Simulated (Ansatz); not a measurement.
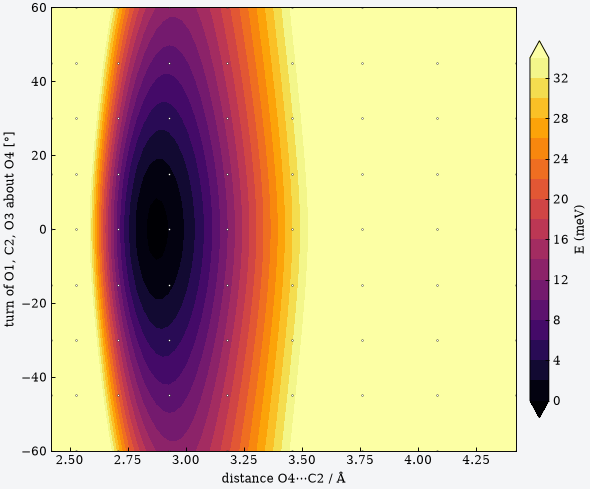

The pair CO₂···COS. The turn is about an axis along (0.74, 0.67, 0.02) in the frame of the relaxed pair, normal to the line between the partners. The first coordinate is: distance O4···C2; the second: turn of O1, C2, O3 about O4. The scan uses a 9 × 9 grid; 67 points were computed and 14 follow by symmetry. Points are written as (first, second). Energies: meV, counted from the lowest grid point. Level of theory: RKS BHLYP-D4/def2-SVPD (Ansatz).

Drawn: filled contours, dots at the grid points, one colour for all values above the top of the scale. Between grid points the surface is interpolated.

### Estimate the position of the minimum and the force constants in these coordinates.

The interpolated minimum is at distance O4···C2 ≈ 2.881 Å, turn of O1, C2, O3 about O4 ≈ 0°. The curvatures there are about 0.46 eV/Å² and 0.052 eV/rad², with a cross term of about 0 eV/(Å·rad). Round the minimum the two coordinates are nearly uncoupled.
